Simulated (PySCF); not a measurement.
## EPR calculation, with input and output: CH11BNSi3

CH11BNSi3, multiplicity 2, SMILES [SiH2]BC[SiH2]N[SiH3], computed with UKS B3LYP, pcH-1 on B C H N Si, non-relativistic, mean-field spin-orbit, GIAO (PySCF 2.14.0).

It belongs to a series of runs on one base structure; here: H removed from Si.

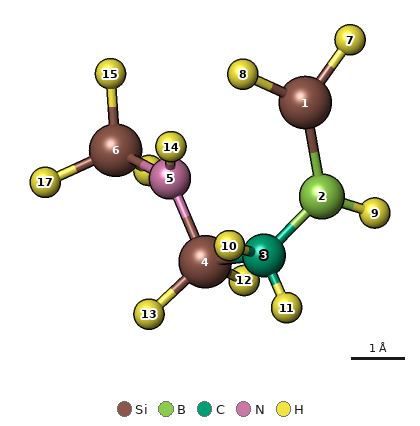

Fig. 1: The structure (ball-and-stick view, seen at a tilt; atoms are numbered from 1 in the order of the input).

**Summary**

| quantity | value |
| --- | --- |
| outcome | converged |
| total energy | −992.845463 hartree |
| ⟨S²⟩ | 0.753 |
| isotropic g | 2.0036 |
| hardware | 1 CPU thread, shared host |
| wall time | 1.8 min |
| peak memory | 0.97 GiB |

**Input**
```
{"job": {"kind": "epr", "basis": "pcH-1"}, "charge": 0, "multiplicity": 2}
Si    -2.494940     0.252861     1.195538
B     -1.872088    -1.114419     0.059756
C     -1.119576    -0.774385    -1.289949
Si     0.759123    -0.659636    -0.981724
N      0.988556     0.537941     0.252412
Si     2.464544     1.033939     1.001338
H     -3.154142     0.156580     2.507140
H     -2.452069     1.709750     0.959469
H     -1.983943    -2.252364     0.351453
H     -1.429953     0.173761    -1.734525
H     -1.262057    -1.537238    -2.055583
H      1.333807    -1.911769    -0.481264
H      1.450268    -0.275425    -2.226261
H      0.216637     1.173946     0.372712
H      2.068060     1.912846     2.103531
H      3.145763    -0.170647     1.470564
H      3.335010     1.756287     0.065321
```

The first line tells a small driver script what to run in PySCF; the rest is the geometry in Å.

Launched with:
```bash
OMP_NUM_THREADS=1 python <driver script> task.json out
```

**Log**
```
UKS, coarse grid
  cycle   1  E = -992.73980720  |g| = 4.82e-01
  cycle   2  E = -992.58656118  |g| = 7.19e-01
  cycle   3  E = -992.84141997  |g| = 9.08e-02
  cycle   4  E = -992.84441800  |g| = 4.22e-02
  cycle   5  E = -992.84534448  |g| = 1.23e-02
  cycle   6  E = -992.84543107  |g| = 2.31e-03
  cycle   7  E = -992.84543686  |g| = 1.02e-03
  cycle   8  E = -992.84543807  |g| = 4.61e-04
UKS, final grid
  cycle   1  E = -992.84546305  |g| = 5.02e-04
  cycle   2  E = -992.84546296  |g| = 6.37e-04
  cycle   3  E = -992.84546323  |g| = 3.45e-05
  cycle   4  E = -992.84546323  |g| = 2.62e-05
E = -992.84546323 Eh   <S^2> = 0.7527 (exact 0.7500)
g shifts (ppm)      1          2          3
  rmc          -110       -110       -110
  gc              3         30         28
  oz_so          38       1554       2431
  total         -69       1474       2349
hyperfine (MHz)  atom isotope    a_iso     a_fc   dipolar eigenvalues
    0  29Si     -78.00     -78.70   -156.49     76.56     79.93
    1   11B      -6.39      -6.29    -10.52    -10.31     20.83
    2   13C      -5.09      -5.08     -1.97     -0.65      2.62
    3  29Si     -29.30     -29.33     -6.49      3.04      3.44
    4   14N       4.48       4.49     -0.98     -0.86      1.84
    5  29Si       0.72       0.72     -0.22      0.05      0.18
    6    1H     -34.85     -34.88     -9.76      2.13      7.63
    7    1H     -33.68     -33.72     -9.74      2.10      7.64
    8    1H     -14.38     -14.36     -6.71     -0.37      7.08
    9    1H       7.98       7.98     -2.15     -1.24      3.39
   10    1H      11.67      11.67     -1.75     -1.63      3.38
   11    1H      -0.06      -0.06     -0.99     -0.90      1.89
   12    1H       0.43       0.43     -1.00     -0.51      1.51
   13    1H      -1.73      -1.73     -3.96     -0.58      4.54
   14    1H       0.58       0.58     -0.78     -0.61      1.39
   15    1H      -0.23      -0.23     -0.56     -0.48      1.04
   16    1H       1.94       1.94     -0.46     -0.34      0.80
```

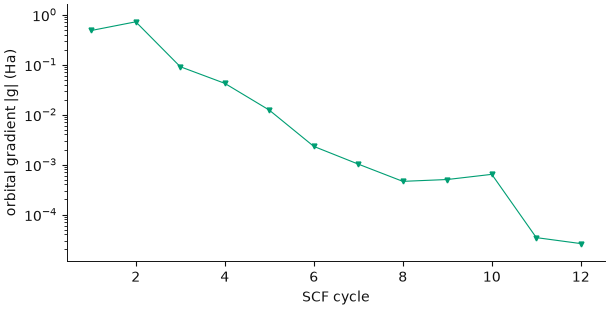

Fig. 2: Convergence of the self-consistent field: orbital gradient |g| against the SCF cycle. All cycles printed in the log are drawn one after another.

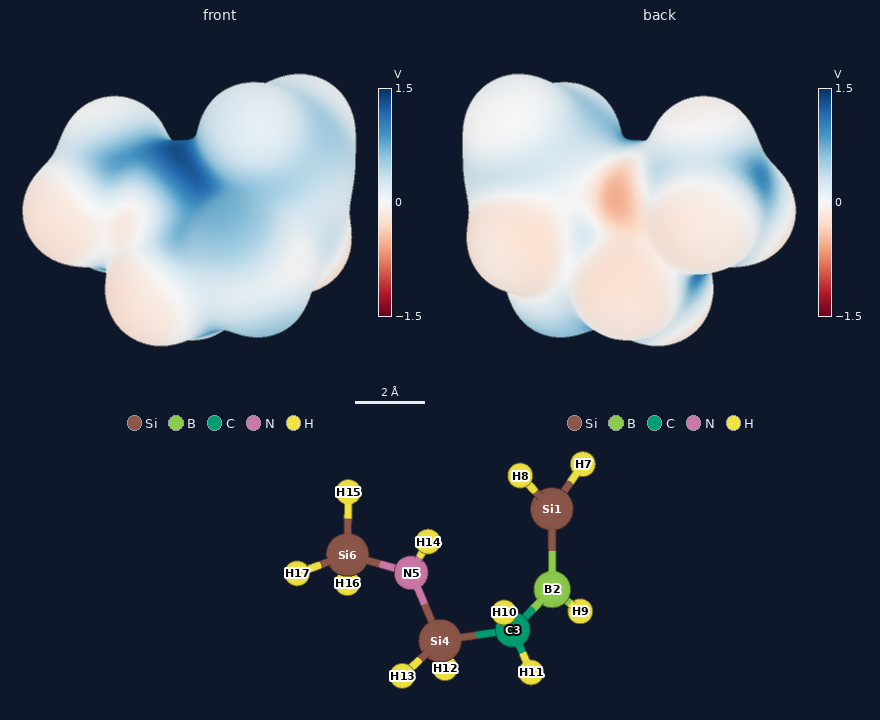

Fig. 3: The electrostatic potential painted on the density surface at 0.001 e/bohr³, seen at a tilt and from behind; the colour scale runs from red (negative) to blue (positive). The bare structure is drawn below in the same view.

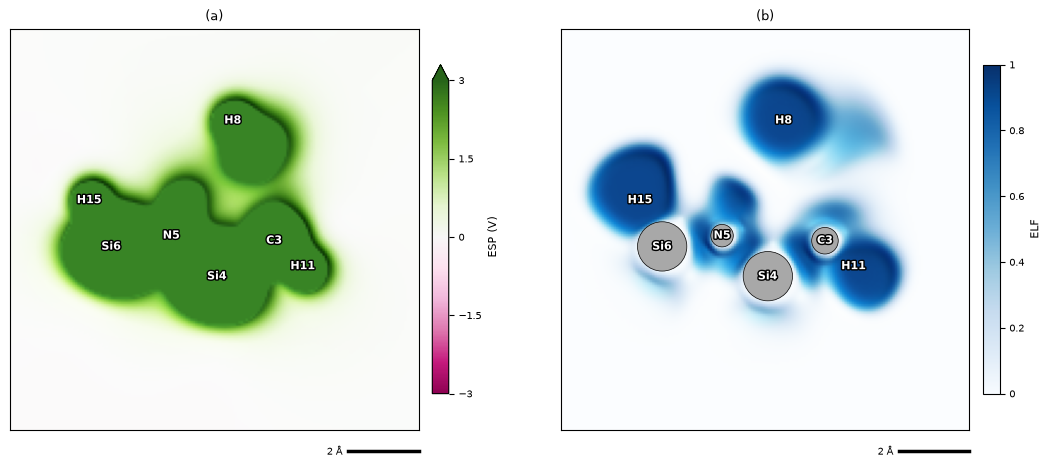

Fig. 4: (a) molecular electrostatic potential; (b) electron localisation function on the plane of atoms C3, Si4 and N5. Grey discs, where drawn, cover atomic cores. C–Si (1.91 Å): the ELF peaks at about 0.95 between the atoms, which marks a shared electron pair. C–H (1.09 Å): the ELF climbs to about 1 towards the hydrogen, as it does in any bond to H. The potential has no marked negative region in this plane.
